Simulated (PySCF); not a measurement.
# Run report: C6H10BFS, NMR shielding calculation

System: C6H10BFS.
Method: GIAO PBE0/pcSseg-1 NMR shielding, non-relativistic, gas phase (PySCF 2.14.0).

The geometry comes from this level: GFN2-xTB. It belongs to a series of runs on one base structure; here: S inserted into a C-B bond. Figures and captions count atoms from 1; the log counts them from 0 in places.

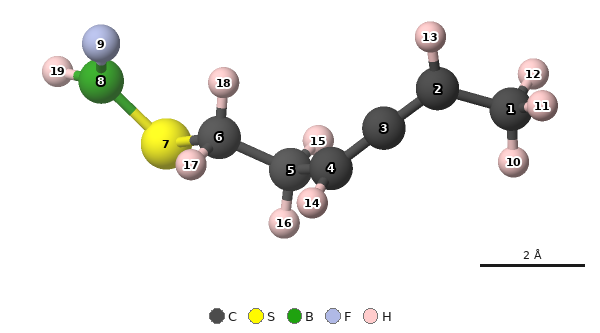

The structure as given in the input (ball-and-stick view, seen at an oblique angle; atoms are numbered from 1 in the order of the input).

**Results in brief**

```csv
quantity,value
outcome,converged
total energy,−756.947822 hartree
HOMO,−7.37 eV
LUMO,−0.33 eV
dipole moment,1.84 D
"isotropic shielding, C",−30.5 to 168.5 ppm
"isotropic shielding, S",463.7 ppm
"isotropic shielding, B",53.2 ppm
"isotropic shielding, F",212.1 ppm
"isotropic shielding, H",26.2 to 30.0 ppm
hardware,"1 CPU thread, shared host"
wall time,87 s
peak memory,0.92 GiB
```

**The input**
```
{"job": {"kind": "nmr", "xc": "PBE0", "basis": "pcSseg-1"}, "charge": 0, "multiplicity": 1}
C     -3.888689    -0.182880     0.562427
C     -2.643425     0.644195     0.449789
C     -1.591786     0.300880    -0.226969
C     -0.546652    -0.074673    -0.898410
C      0.598612    -0.853201    -0.309272
C      1.823232     0.044224    -0.195518
S      3.275068    -0.921778     0.410622
B      4.361539     0.344130     0.986025
F      4.002203     1.615779     0.914012
H     -3.797819    -1.100089    -0.013183
H     -4.746713     0.381620     0.198723
H     -4.071713    -0.436572     1.606220
H     -2.658532     1.590874     0.977094
H     -0.440509     0.201402    -1.940633
H      0.329534    -1.233183     0.676973
H      0.838162    -1.702637    -0.952811
H      2.097426     0.456844    -1.166716
H      1.645569     0.857802     0.505744
H      5.404689     0.076512     1.438748
```

The first line tells a small driver script what to run in PySCF; the rest is the geometry in Å.

Run as:
```bash
OMP_NUM_THREADS=1 python <driver script> task.json out
```

**What the program printed**
```
coarse grid: 16512 points
cycle   1  E = -756.8298199136  dE =  1.030e+00  |g| = 5.179e-01  |ddm| = 4.019e+00
cycle   2  E = -756.8056661894  dE =  2.415e-02  |g| = 6.892e-01  |ddm| = 8.893e-01
cycle   3  E = -756.8853305669  dE = -7.966e-02  |g| = 8.413e-02  |ddm| = 5.050e-01
cycle   4  E = -756.8866194179  dE = -1.289e-03  |g| = 2.703e-02  |ddm| = 9.076e-02
cycle   5  E = -756.8867749551  dE = -1.555e-04  |g| = 5.875e-03  |ddm| = 2.652e-02
cycle   6  E = -756.8867829982  dE = -8.043e-06  |g| = 2.332e-03  |ddm| = 8.237e-03
final grid: 155528 points
cycle   7  E = -756.9477998398  dE = -5.258e-05  |g| = 9.559e-03  |ddm| = 3.752e-02
cycle   8  E = -756.9477828750  dE =  1.696e-05  |g| = 1.266e-02  |ddm| = 1.910e-02
cycle   9  E = -756.9478216314  dE = -3.876e-05  |g| = 1.729e-03  |ddm| = 1.183e-02
cycle  10  E = -756.9478223989  dE = -7.676e-07  |g| = 2.883e-04  |ddm| = 1.776e-03
cycle  11  E = -756.9478224173  dE = -1.837e-08  |g| = 1.347e-04  |ddm| = 3.828e-04
cycle  12  E = -756.9478224215  dE = -4.216e-09  |g| = 3.662e-05  |ddm| = 1.351e-04
cycle  13  E = -756.9478224218  dE = -2.772e-10  |g| = 1.171e-05  |ddm| = 4.309e-05
```

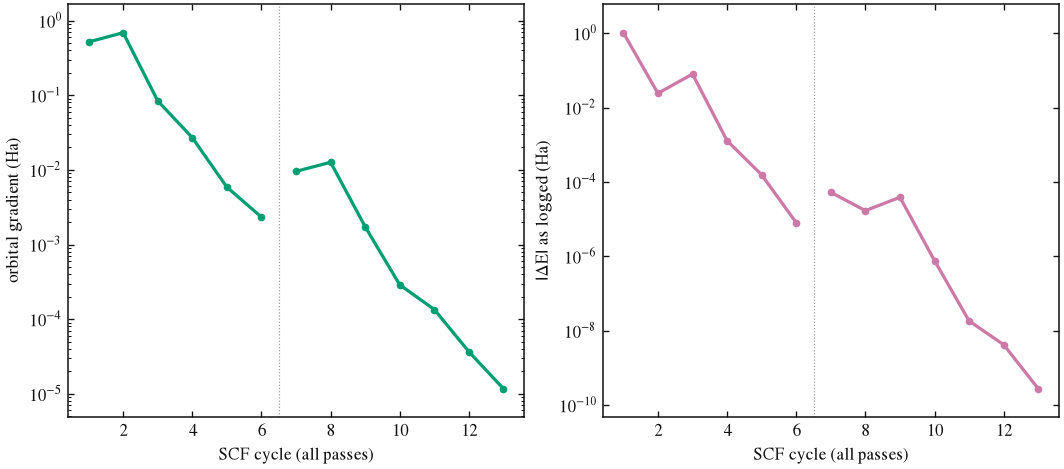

Convergence of the self-consistent field: orbital gradient and size of the energy change against the SCF cycle. The dotted line marks the change from a coarse to the final integration grid. The first 6 cycles use a coarse grid, the final grid takes over at cycle 7, and the field converges after 13 cycles in all.

```
converged SCF energy = -756.9478224218

GIAO shielding tensors (ppm)
atom      isotropic    diamagn.    paramagn.     s11        s22        s33       span
  0 C      168.548     247.153     -78.604    160.603    161.010    184.032     23.429
  1 C       94.199     260.478    -166.279     10.032    109.029    163.537    153.505
  2 C      -30.543     262.843    -293.386    -55.791    -49.459     13.622     69.413
  3 C       92.551     261.982    -169.431     10.173    110.173    157.307    147.134
  4 C      151.884     249.537     -97.653    135.989    149.133    170.530     34.540
  5 C      153.649     254.399    -100.750    133.330    155.735    171.883     38.553
  6 S      463.738    1057.554    -593.816    225.082    510.779    655.353    430.272
  7 B       53.220     188.699    -135.479     -3.593     72.000     91.252     94.845
  8 F      212.060     473.986    -261.926     42.863    107.467    485.850    442.988
  9 H       30.005      29.610       0.395     26.159     29.414     34.443      8.283
 10 H       29.861      25.975       3.886     25.685     27.526     36.371     10.686
 11 H       29.833      27.984       1.849     25.761     27.803     35.936     10.175
 12 H       26.330      33.099      -6.769     23.043     27.479     28.469      5.426
 13 H       26.428      32.260      -5.832     23.345     26.637     29.302      5.958
 14 H       29.595      33.407      -3.812     24.975     29.876     33.935      8.960
 15 H       29.504      32.134      -2.629     24.303     30.142     34.068      9.765
 16 H       29.059      33.235      -4.176     23.139     29.862     34.177     11.038
 17 H       28.670      34.676      -6.006     22.603     30.764     32.643     10.039
 18 H       26.171      26.330      -0.159     23.928     24.145     30.441      6.514
```

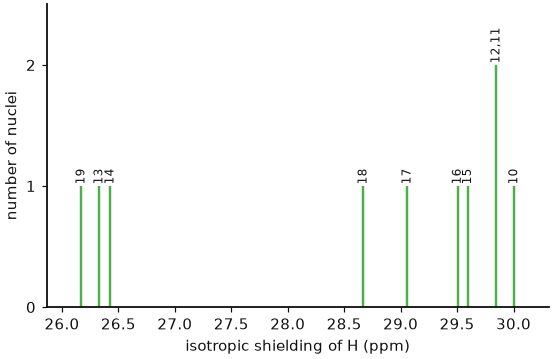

Isotropic shieldings of the hydrogen nuclei in this fixed geometry, labelled by atom number; shielding grows to the right, so chemical shift grows to the left. The least shielded is H19 (26.2 ppm), the most shielded H10 (30.0 ppm).

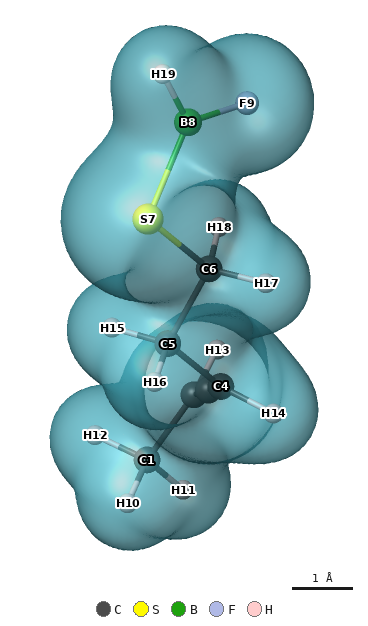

Isosurface of the total electron density at 0.1 e/Å³ (cyan), seen at an oblique angle. At this value the surface is in one piece. On the grid the lowest density along these lines, outside the cores, is 2.4 e/Å³ (C–C, 1.30 Å), 1.5 e/Å³ (B–F, 1.32 Å), 1.1 e/Å³ (B–S, 1.76 Å) and 1.2 e/Å³ (C–S, 1.85 Å).

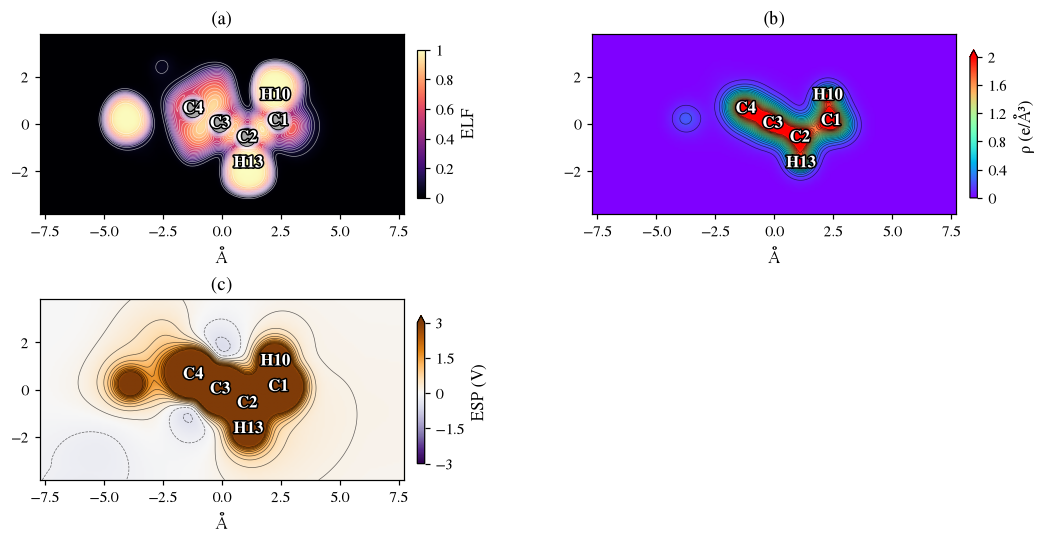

(a) ELF; (b) electron density; (c) electrostatic potential on the plane of atoms C3, C2 and H13. Grey discs, where drawn, cover atomic cores. Atoms in the plane: C and H. C–C (1.50 Å): ρ at the midpoint is about 1.7 e/Å³; the ELF peaks at about 0.95 between the atoms, which marks a covalent bond.

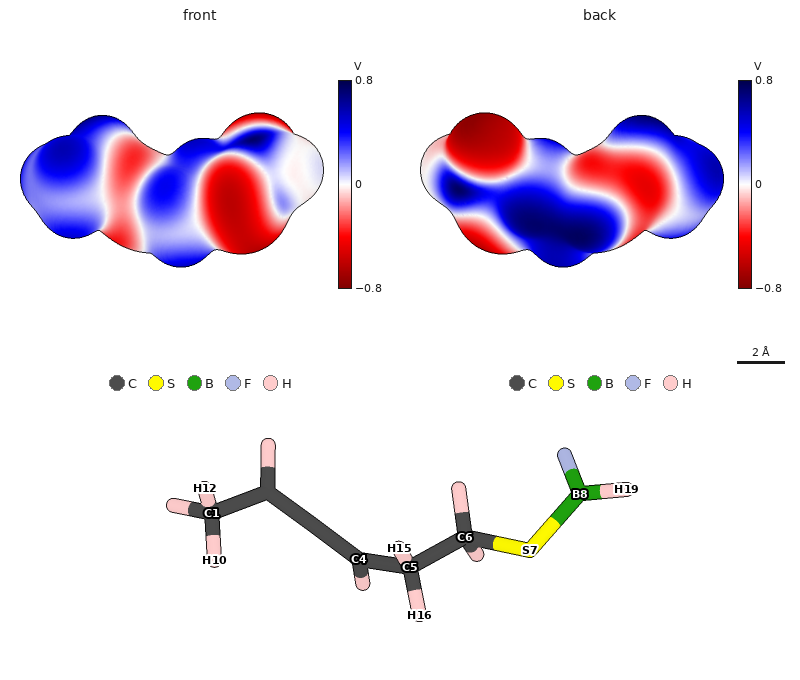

The electrostatic potential painted on the density surface at 0.001 e/bohr³, seen face on and from behind; red is negative and blue positive. The bare structure is drawn below in the same view.
